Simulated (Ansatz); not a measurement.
# One shape, several levels: AgF (SMILES [F][Ag])

Wanted: a comparison of 6 runs (HF/STO-3G, UHF/STO-3G, BHLYP/STO-3G, BLYP/STO-3G, PBE/STO-3G, FCI/STO-3G) of AgF. 

Program for the calculation: Ansatz 0.2.0.

71 further runs of the same task are left out: 35 that didn't finish, 36 set aside as unsound or not needed.

### 1 The molecule

The species is AgF (2 atoms), meant as a singlet with charge 0. SMILES: `[F][Ag]`. The Ag2–F1 distance was set to 4.966 Å, away from the relaxed value.

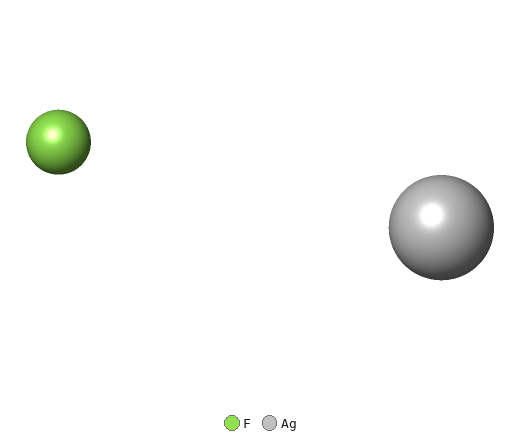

Viewed from a chosen angle; fluorine green, silver light grey.

### 2 A single-point energy at HF/STO-3G (run 1)

File run.yaml:

```yaml
crystal:
  periodic: [false, false, false]
  atoms:
    - {symbol: F, position_ang: [3.395722, -1.246890, 1.696236]}
    - {symbol: Ag, position_ang: [-0.830500, 0.274100, -0.421500]}
basis:
  gaussian:
    orbitals: STO-3G
total_charge: 0
hamiltonian:
  xc: hf
accuracy: high
```

Run with:

```sh
$ ansatz run run.yaml --threads 1 --pin off --max-ram 2610MiB --events-out events.jsonl --progress --plain --runs-dir runs
```

Log:

```text
Warning: RAYON_NUM_THREADS=1 ignored (pool sized by the plan → 1); use --threads N
Functional definition: HF
  name "HF"
  exchange = exact_x
  correlation = 0
536 factors; integrals over basis functions are off by at most 8.4e-9 eV
mean field evaluation 1: about -142695.1583 eV, gradient 9.0e0 eV
mean field evaluation 2: about -142695.1726 eV, gradient 9.0e0 eV
mean field evaluation 4: about -142695.3176 eV, gradient 1.1e0 eV
mean field evaluation 8: about -142695.3183 eV, gradient 1.1e0 eV
mean field evaluation 16: about -142700.3363 eV, gradient 7.9e0 eV
mean field evaluation 32: about -142700.7555 eV, gradient 2.1e-7 eV
mean field evaluation 64: about -142692.9495 eV, gradient 1.9e1 eV
mean field evaluation 96: about -142348.1955 eV, gradient 1.7e1 eV
mean field evaluation 128: about -142700.7471 eV, gradient 6.8e-3 eV
mean field -142700.75552202 eV, -5244.1560393882 hartree, gradient 6.2e-8 eV, S^2 0.000000; 2 other end points of the search recorded, 0 dependent functions left out
reference -142700.75552202 eV, -5244.1560393882 hartree; 28, 28 occupied and 4, 4 virtual orbitals, 536 factors
Total energy: -142700.75552202 eV, -5244.1560393882 hartree
```

It took 1.3 s on 1 thread of Arm Neoverse V1, shared host.

### 3 A single-point energy at UHF/STO-3G (run 2)

run.yaml: that of step 2 with these lines changed.

```diff
@@ -8,3 +8,5 @@
     orbitals: STO-3G
-total_charge: 0
+magnetization:
+  spin_polarized: true
+  initial_magnetization: 0
 hamiltonian:
```

Run with:

```sh
$ ansatz run run.yaml --threads 1 --pin off --max-ram 2610MiB --events-out events.jsonl --progress --plain --runs-dir runs
```

Log (excerpt; [...] marks lines left out):

```text
Warning: RAYON_NUM_THREADS=1 ignored (pool sized by the plan → 1); use --threads N
[... 2 set-up lines as earlier in the session ...]
[...]
536 factors; integrals over basis functions are off by at most 8.4e-9 eV
[...]
mean field -142711.01166665 eV, -5244.5329457515 hartree, gradient 4.6e-8 eV, S^2 1.000014; 11 other end points of the search recorded, 0 dependent functions left out
reference -142711.01166665 eV, -5244.5329457515 hartree; 28, 28 occupied and 4, 4 virtual orbitals, 536 factors
Total energy: -142711.01166665 eV, -5244.5329457515 hartree
```

It took 11 s on 1 thread of Arm Neoverse V1, shared host; peak memory 0.13 GiB.

Runs 3 to 5 aren't shown in full; the table further down has their settings and results.

### 4 A single-point energy at FCI/STO-3G (run 6)

File in.yaml:

```yaml
crystal:
  periodic: [false, false, false]
  atoms:
    - {symbol: F, position_ang: [3.395722, -1.246890, 1.696236]}
    - {symbol: Ag, position_ang: [-0.830500, 0.274100, -0.421500]}
basis:
  gaussian: {orbitals: STO-3G}
correlation: {method: fci, frozen_orbitals: {Ag: 14, F: 1}}
accuracy: high
```

Run with:

```sh
$ ansatz run in.yaml --threads 1 --pin off --max-ram 2610MiB --events-out events.jsonl --progress --plain --runs-dir runs
```

Log:

```text
Warning: RAYON_NUM_THREADS=1 ignored (pool sized by the plan → 1); use --threads N
[... 35 lines left out ...]
15 core orbitals not correlated: weight in the atoms' cores, before any rotation towards them, 1.000 or more for the frozen orbitals, at most 0.000 for the correlated occupied ones
[... 2 lines left out ...]
15 core orbitals not correlated: weight in the atoms' cores, before any rotation towards them, 1.000 or more for the frozen orbitals, at most 0.000 for the correlated occupied ones
[... 1 line left out ...]
Total energy: -142712.18228710 eV, -5244.5759652594 hartree
```

Wall time 2.5 min (1 thread of Arm Neoverse V1, shared host); peak memory 0.36 GiB.

### 5 All runs side by side

| run | level | frozen core orbitals | energy (Eh) | wall time |
| --- | --- | --- | --- | --- |
| 1 | HF/STO-3G | – | -5244.156039 | 1.3 s |
| 2 | UHF/STO-3G | – | -5244.532946 | 11 s |
| 3 | BHLYP/STO-3G | – | -5246.649121 | 24 s |
| 4 | BLYP/STO-3G | – | -5246.463611 | 23 s |
| 5 | PBE/STO-3G | – | -5245.941822 | 24 s |
| 6 | FCI/STO-3G | 15 | -5244.575965 | 2.5 min |

### 6 Results

| quantity | value |
| --- | --- |
| run 6: total energy | -5244.57597 Eh |
| run 6: correlation energy (15 core orbitals frozen) | -419.9 mEh |

What this shows: Against full CI in this basis: HF +419.9 mEh; UHF +43.0 mEh. Totals of different functionals can't be ranked against each other. In runs 1, 2, 3, 4, 5, 6 the basis is minimal, so the values are rough. In runs 1, 3, 4, 5 a closed-shell determinant meets a far-stretched bond, which it describes badly. In runs 1, 2, 3, 4, 5, 6 relativity is left out where basis or elements ask for it. Spin contamination of the reference: run 2 ⟨S²⟩ = 1.00. Where it is this large, the reference is a mixture of spin states, and values that rest on it are in doubt. All runs together took 3.8 min, the longest 2.5 min.
